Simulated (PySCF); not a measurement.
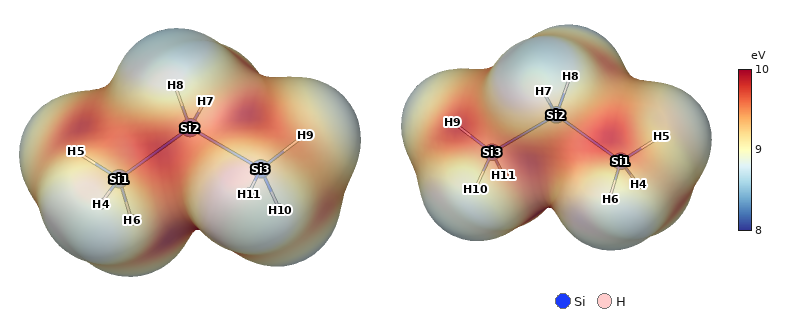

Figure 1: H8Si3, SMILES `[SiH3][SiH2][SiH3]`. Average local ionisation energy on the surface of electron density 0.001 a.u. (back view left, front view right).

Level of theory: LDA (SVWN)/cc-pVDZ (PySCF), at a geometry from GFN2-xTB. No frequency check shows the geometry to be a minimum.

### Locate the minima of the map.

The lowest value is 8.6 eV, 1.5 Å from H8, and at like points elsewhere. For comparison, the highest occupied orbital lies at −7.3 eV.

### What volume does the surface enclose, and what is the dipole moment?

About 152 Å³; the dipole moment is 0.1 D.
